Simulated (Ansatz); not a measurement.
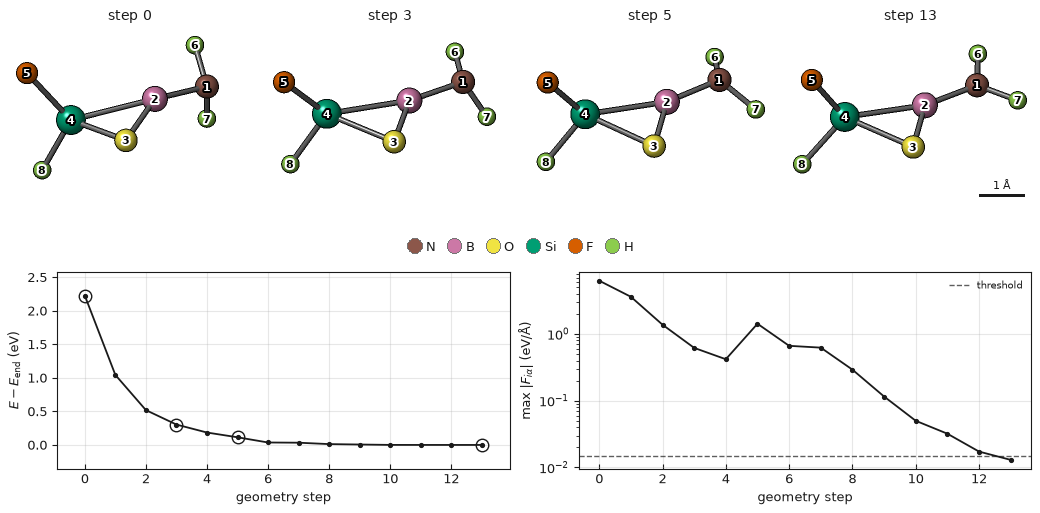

Frames of a relaxation of BSiNH3OF, marked on the history of the run. Style: ball-and-stick. Shown at a tilt.

The run prepares an end point of a later path (inversion) calculation, from a guessed geometry.

All numbers below come from Ansatz, RKS revPBE/6-31G*.

Input
```yaml
crystal:
  periodic: [false, false, false]
  atoms:
    - { symbol: "N", position_ang: [0.7111, 1.0834, 1.3987] }
    - { symbol: B, position_ang: [0.2349, -0.1326, 0.6475] }
    - { symbol: O, position_ang: [0.5992, -1.3438, -0.0871] }
    - { symbol: Si, position_ang: [-0.5319, -0.761, -1.0445] }
    - { symbol: F, position_ang: [-1.9651, -1.7542, -0.8601] }
    - { symbol: H, position_ang: [-0.2055, 1.6988, 1.5579] }
    - { symbol: H, position_ang: [1.2783, 1.6841, 0.7293] }
    - { symbol: H, position_ang: [-0.0288, -0.5317, -2.3975] }
basis:
  gaussian: { orbitals: "6-31G*" }
hamiltonian:
  xc: revpbe
relax:
  f_tol: 0.015
  max_steps: 40
output:
  orbitals: {}
```

Launched with:
```bash
ansatz run input.yaml --threads 1 --pin off --max-ram 2048MiB --backend cpu --events-out ev --progress --plain --runs-dir out
```

Q: What happens along the run?

A: The energy falls by 2.226 eV in 13 geometry steps. Largest force component: 6.3 eV/Å at the start, 0.013 eV/Å at the end. H7 moves most after the best rigid fit: 1.20 Å. Largest moves by element: H 1.20 Å, B 0.55 Å, O 0.44 Å, F 0.29 Å, N 0.28 Å, Si 0.16 Å. Among the contacts that change: O3–Si4 1.592 → 1.759 Å, Si4–F5 1.753 → 1.633 Å, N1–B2 1.507 → 1.400 Å, N1–H6 1.115 → 1.015 Å. Among the angles between lasting bonds that change: N1–B2–Si4 144.3° → 165.0°, B2–N1–H6 104.9° → 122.9°, B2–N1–H7 108.1° → 122.5°. Groups turn about B2–O3 by about 45°. From step 0 to 3: H7 moves most (0.60 Å), energy −1.922 eV. From step 3 to 5: H7 moves most (0.39 Å), energy −0.190 eV. From step 5 to 13: H7 moves most (0.25 Å), energy −0.114 eV.
